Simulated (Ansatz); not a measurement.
A series of calculations on CH₅BCl₂O

### Relaxation

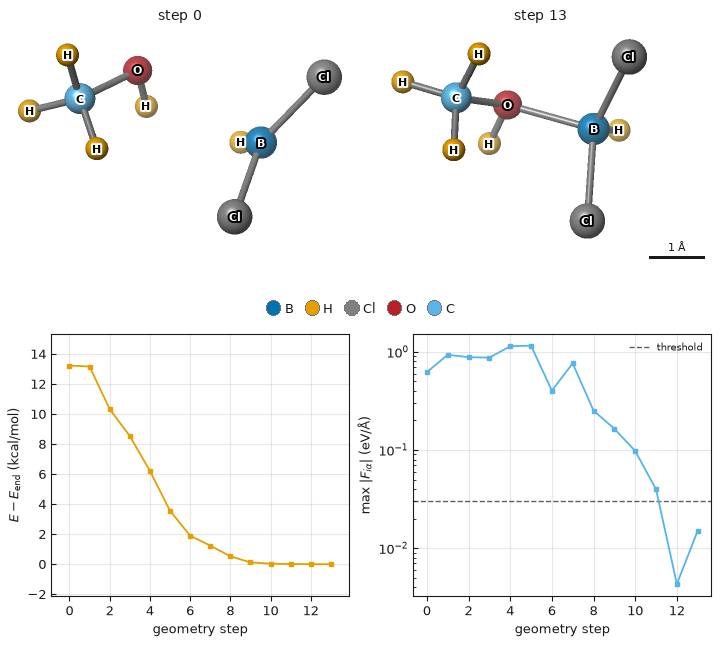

First and last geometry of a relaxation of CH5BCl2O, with the history of the run. A ball-and-stick model, seen from a free direction.

The run prepares an end point of a later path (reaction) calculation, from a guessed geometry.

Level of theory: RKS PBE-D4/6-31G* (Ansatz 0.2.0). Set-up: no spin polarisation; force threshold 0.03 eV/Å; at most 50 steps.

**Did the run converge, and what did it change?**

It converged. A Cl atom moves most after the best rigid fit: 1.18 Å. Largest moves by element: Cl 1.18 Å, H 0.94 Å, O 0.70 Å, B 0.56 Å, C 0.30 Å. Among the contacts that change: B–O 2.601 → 1.658 Å, B–Cl 1.766 → 1.849 Å, B–Cl 1.749 → 1.822 Å, C–O 1.434 → 1.471 Å. New bonds form, among them: B–O (2.60 → 1.66 Å). Bond angles that change, for instance: Cl–B–Cl 121.1° → 115.3°, H–B–Cl 118.4° → 112.9°, O–C–H 112.2° → 107.3°. After 13 geometry steps the energy has fallen by 13.2 kcal/mol. The largest force component goes from 0.62 to 0.015 eV/Å. The run took 14 s on 2 threads of Intel(R) Xeon(R) 6975P-C (Granite Rapids), with other jobs on the host, peak memory 0.17 GiB.

### Relaxation

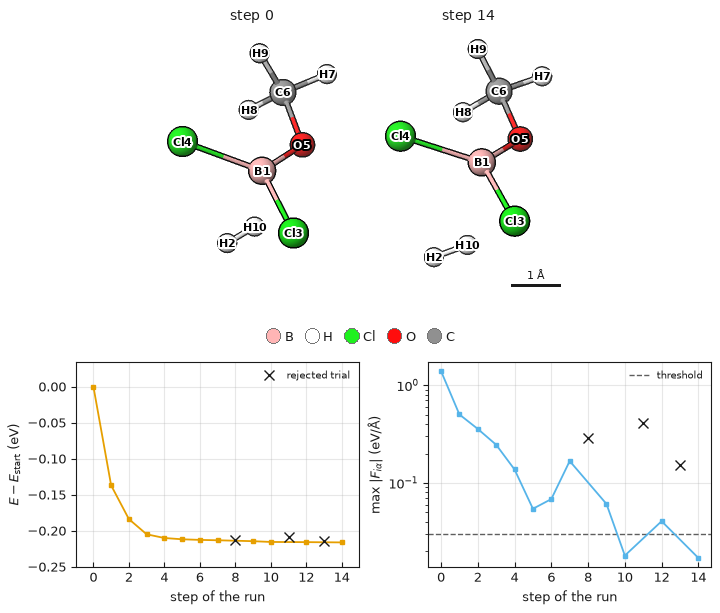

First and last geometry of a relaxation of CH5BCl2O, with the history of the run. Style: ball-and-stick. Shown from a free direction.

The run prepares an end point of a later path (reaction) calculation, from a guessed geometry.

Method: RKS PBE-D4/6-31G* in Ansatz. (no spin polarisation; force threshold 0.03 eV/Å; at most 50 steps)

**Did the run converge, and what did it change?**

It converged. After 11 accepted moves (14 points after the start) the energy has fallen by 0.216 eV. Largest force component: 1.4 eV/Å at the start, 0.017 eV/Å at the end. The line search rejected the trial steps at points 8, 11, 13 of the run. The forces were under the threshold at step 10, but the run went on from there. H2 moves most after the best rigid fit: 0.78 Å. By element the largest moves are H 0.78 Å, Cl 0.37 Å, B 0.27 Å, O 0.21 Å, C 0.08 Å. Near-neighbour distances that change, for instance: H2–H10 0.713 → 0.752 Å, B1–O5 1.376 → 1.348 Å.

Limits of the set-up: the start holds two separate molecules, 2.2 Å apart at their closest, whose relative position is a soft coordinate.

### Path

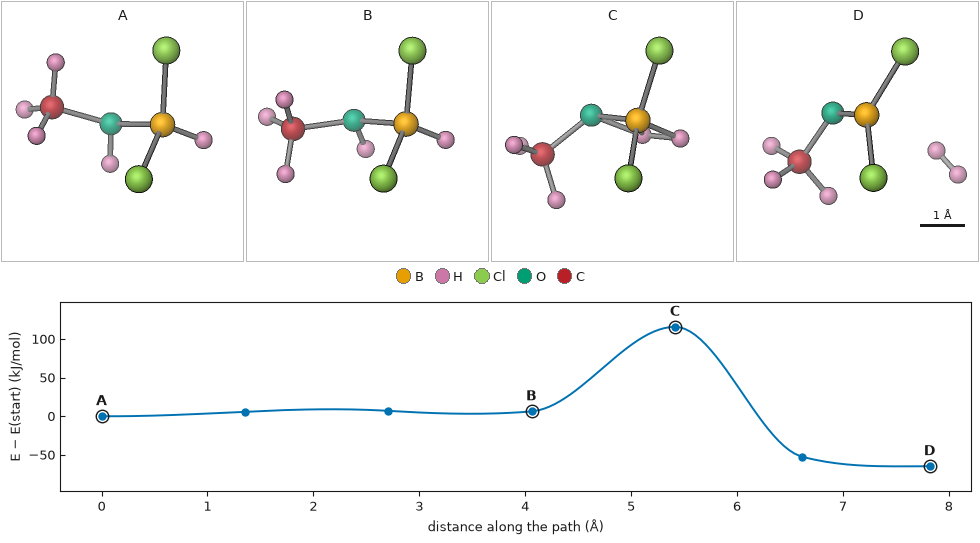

A nudged-elastic-band calculation for CH$_{5}$BCl$_{2}$O. Images are numbered from 0 (start) to 6 (end). Frames A to D are images 0, 3, 4, 6. Style: ball-and-stick. Shown at a tilt.

Theory: RKS PBE-D4/6-31G* (Ansatz 0.2.0). Set-up: 5 movable images; climbing image; force threshold 0.05 eV/Å; iteration limit 60; starting path through a guess of the saddle point.

### Describe the mechanism and the energy profile.

The highest point, image 4, lies 115.7 kJ/mol above the start and 180.5 kJ/mol above the end; the end is at −64.8 kJ/mol relative to the start. Breaking: B–H (1.20 → 3.42 Å), H–O (0.98 → 2.87 Å). Forming: H–H (2.38 → 0.75 Å). The band converged in 22 iterations. The largest component of the band force went from 5.8 to 0.047 eV/Å. The climbing image converged on the top of the path. Its vibrational analysis gives one imaginary mode (1297i cm⁻¹), as a transition state must have.
